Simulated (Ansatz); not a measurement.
## Single-point calculation, with input and output: C$_{2}$H$_{3}$AlF$_{2}$

- system: C$_{2}$H$_{3}$AlF$_{2}$, SMILES FC=[C](F)[AlH2]
- method: RKS PBE-D4/def2-TZVPP (Ansatz 0.2.0)

The geometry comes from this level: PBE0-D4/def2-TZVP. Figures and captions count atoms from 1; the log counts them from 0 in places.

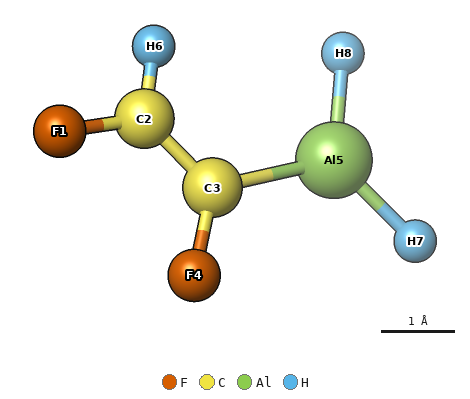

Figure 1. The structure as given in the input (ball-and-stick view, seen at a tilt; atoms are numbered from 1 in the order of the input). Sticks mark near contacts.

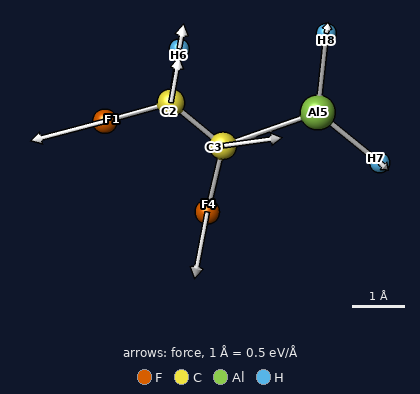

Figure 2. Forces on the atoms as white arrows (ball-and-stick view, seen at a tilt; atoms are numbered from 1 in the order of the input); the smallest are left out. The largest act on F1 (0.76 eV/Å); F4 (0.69 eV/Å); C3 (0.59 eV/Å); C2 (0.47 eV/Å), among others. The geometry is not a stationary point of this energy.

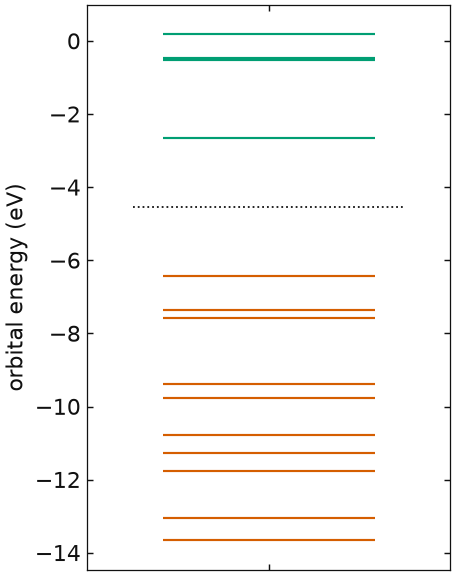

Figure 3. Orbital energies near the frontier; the dotted line parts filled from empty levels, and levels within 0.02 eV of each other stand side by side. Highest filled −6.43 eV, lowest empty −2.65 eV, 3.78 eV apart.

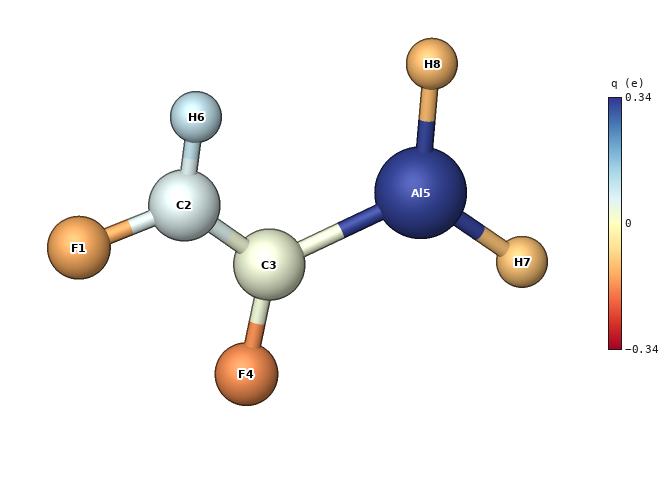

Figure 4. Mulliken charges, as the colour of each atom (ball-and-stick view, seen at a tilt; atoms are numbered from 1 in the order of the input). By element: F −0.17 to −0.13, C +0.03 to +0.06, Al +0.32 and H −0.12 to +0.10 e.

The input that produced these results follows, with the program's output.

Input
```yaml
crystal:
  periodic: [false, false, false]
  atoms:
    - {symbol: F, position_ang: [1.088623, 0.513941, 2.296348]}
    - {symbol: C, position_ang: [0.446879, 0.568044, 1.135446]}
    - {symbol: C, position_ang: [0.323448, -0.469055, 0.305105]}
    - {symbol: F, position_ang: [0.885228, -1.642457, 0.668886]}
    - {symbol: Al, position_ang: [-0.643590, -0.264870, -1.373574]}
    - {symbol: H, position_ang: [0.024082, 1.541190, 0.913948]}
    - {symbol: H, position_ang: [-0.796848, -1.483715, -2.365776]}
    - {symbol: H, position_ang: [-1.235620, 1.179722, -1.636182]}
basis:
  gaussian: {orbitals: def2-TZVPP}
hamiltonian: {xc: pbe, dispersion: d4}
output: {forces: true, orbitals: {seedname: orbitals}}
```

What the program printed
```
Functional definition: PBE
  name "PBE"
  cite "Perdew, Burke & Ernzerhof, Phys. Rev. Lett. 77, 3865 (1996) doi:10.1103/PhysRevLett.77.3865"
  parent pbe
  parameter kappa = 0.804
  parameter beta = 0.06672455060314922
  exchange = pbe_x(kappa = kappa, mu = beta*pi^2/3)
  correlation = pbe_c(beta = beta)
1118 factors; their error is unknown
mean field evaluation 1: about -14137.8883 eV, gradient 5.0e1 eV
mean field evaluation 2: about -14119.6977 eV, gradient 8.7e1 eV
mean field evaluation 4: about -14143.3627 eV, gradient 1.4e1 eV
mean field evaluation 8: about -14143.8040 eV, gradient 8.6e-2 eV
mean field evaluation 16: about -14143.7842 eV, gradient 2.2e-4 eV
mean field -14143.78415934 eV, -519.7744808546 hartree, gradient 2.5e-5 eV, S^2 0.000000; 0 other end points of the search recorded, 0 dependent functions left out
the calculation of the forces begins
reference -14143.78420026 eV, -519.7744823583 hartree; 23, 23 occupied and 185, 185 virtual orbitals, 1118 factors
Total energy: -14143.92234752 eV, -519.7795591763 hartree
Atom 0 at     1.088623     0.513941     2.296348 Å, force     0.363015    -0.019368     0.663268 eV/Å
Atom 1 at     0.446879     0.568044     1.135446 Å, force    -0.188728     0.422723    -0.105577 eV/Å
Atom 2 at     0.323448    -0.469055     0.305105 Å, force    -0.264970    -0.055917    -0.524279 eV/Å
Atom 3 at     0.885228    -1.642457     0.668886 Å, force     0.276991    -0.609657     0.161148 eV/Å
Atom 4 at    -0.643590    -0.264870    -1.373574 Å, force    -0.022820     0.014549    -0.034836 eV/Å
Atom 5 at     0.024082     1.541190     0.913948 Å, force    -0.105701     0.237354    -0.058940 eV/Å
Atom 6 at    -0.796848    -1.483715    -2.365776 Å, force    -0.010174    -0.097753    -0.075242 eV/Å
Atom 7 at    -1.235620     1.179722    -1.636182 Å, force    -0.047613     0.108069    -0.025543 eV/Å
Dipole moment:    -0.166164     0.233467    -0.173225 e Å
```

Key numbers

| quantity | value |
| --- | --- |
| outcome | converged |
| total energy | −14143.9223 eV |
| mean-field energy | −14143.7842 eV |
| dispersion energy | −0.1381 eV |
| SCF solution under orbital rotations | stable |
| HOMO | −6.43 eV |
| LUMO | −2.65 eV |
| largest force (length of the vector) | 0.756 eV/Å |
| dipole moment | 1.61 D |
| hardware | 4 CPU threads, shared host |
| wall time | 2.5 s (CPU time 9 s) |
| peak memory | 0.23 GiB |
